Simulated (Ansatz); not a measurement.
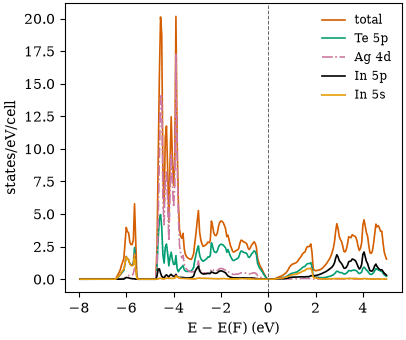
Total and projected density of states of InAgTe2 in space group P-4m2 (No. 115; In on 1c, Ag on 1a, Te on 2g), the program Ansatz at the PBEsol level (PAW)

Q: Which orbitals carry the states next to the Fermi level?

A: Within 0.5 eV of the Fermi level: Te 5p 75 %, Ag 4d 16 %. Projections are on Löwdin-orthogonalised atomic valence shells; empty p or d shells of many metals are not among them.

Q: Where is the tallest occupied peak in this window, and what makes it?

A: Near -3.9 eV, about 20 states/eV per cell; the largest projected share is Ag 4d.

The workflow started from a Materials Project entry (that database holds measured and hypothetical structures alike); the Crystallography Open Database copy checked does not list it. COD files the formula under space group No. 122, so this cell is another polymorph or a model. With In and Ag taken as one species the cell has the higher symmetry F-43m, so it may be an ordered model of a mixed-site phase. Whether it is the stable phase at ambient conditions was not checked. Symmetry was held in the PBEsol relaxation; whether a distortion lowers the energy is not shown. The run is not spin-polarised. Scalar-relativistic: spin–orbit coupling is off unless named, which matters more the heavier the elements.

Potentials: the later of the program's two PAW sets.
